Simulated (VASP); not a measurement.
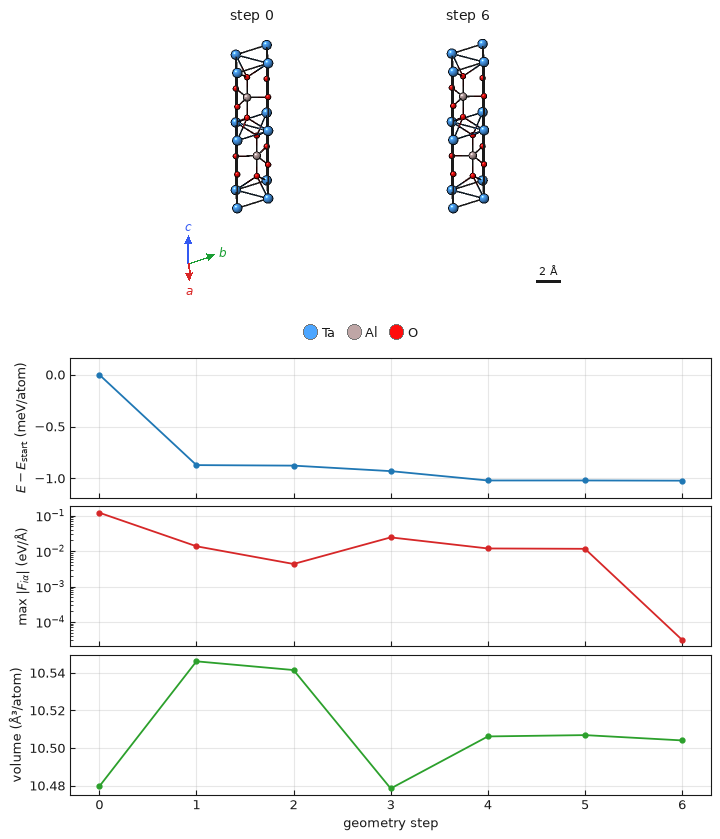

First and last geometry of a relaxation of crystalline TaAlO$_{3}$ (a generated structure, set up in P6_3/mmc), with the history of the run. A ball-and-stick model of the cell of the calculation, seen from a free direction.

The run lets cell and atoms move.

Method: Kohn-Sham DFT of a periodic cell, PBE, VASP PAW PBE potentials, recommended in VASP 6.6.1.

Input
```
SYSTEM = TaAlO3
PREC     = Accurate       ! precision mode
ENCUT    = 520            ! plane-wave cutoff, eV
EDIFF    = 1E-6           ! SCF threshold, eV
ISMEAR   = 0              ! smearing method
SIGMA    = 0.1            ! smearing width, eV
LREAL    = .FALSE.        ! projectors in reciprocal space
LASPH    = .TRUE.         ! aspherical terms in the spheres
NELM     = 120            ! most SCF steps
ALGO     = Normal         ! electronic algorithm
ISIF     = 3              ! what is computed and relaxed
LWAVE    = .FALSE.        ! write WAVECAR
LCHARG   = .FALSE.        ! write CHGCAR
GGA      = PE             ! functional
IBRION   = 2              ! ionic algorithm
NSW      = 90             ! ionic steps
EDIFFG   = -0.01          ! ionic threshold
KPAR     = 4
```

Command:
```bash
cat potpaw_PBE.64/Ta_pv/POTCAR potpaw_PBE.64/Al/POTCAR potpaw_PBE.64/O/POTCAR > POTCAR
mpirun -np 4 vasp_std > vasp.out
```

Q: Read the history and describe the run.

A: It converged. The largest moves relative to the cell, 0.007 Å, are those of O atoms. Ta and Al stay in place. Cell: a = b 3.046 → 3.037 Å (−0.3 %), c 13.042 → 13.154 Å (+0.9 %). Volume +0.2 %. Among the contacts that change: Al–O 1.955 → 1.964 Å, Ta–Ta 3.046 → 3.037 Å, O–Ta 2.191 → 2.197 Å, Al–O 1.759 → 1.753 Å. The space group stays P6_3/mmc (No. 194). After 6 geometry steps the energy has fallen by 1.0 meV per atom. Largest force component: 0.12 eV/Å at the start, under 0.0001 eV/Å at the end. The pressure goes from 0.67 to 0.00 GPa.

```tsv
step	E − E(0), meV/atom	largest force component, eV/Å	pressure, GPa	volume, Å³/atom
0	0.00	0.1215	0.67	10.480
1	-0.87	0.0137	-0.92	10.546
2	-0.88	0.0043	-0.82	10.542
3	-0.93	0.0244	0.61	10.479
4	-1.02	0.0119	-0.02	10.506
5	-1.02	0.0116	-0.04	10.507
6	-1.02	0.0000	0.00	10.504
```
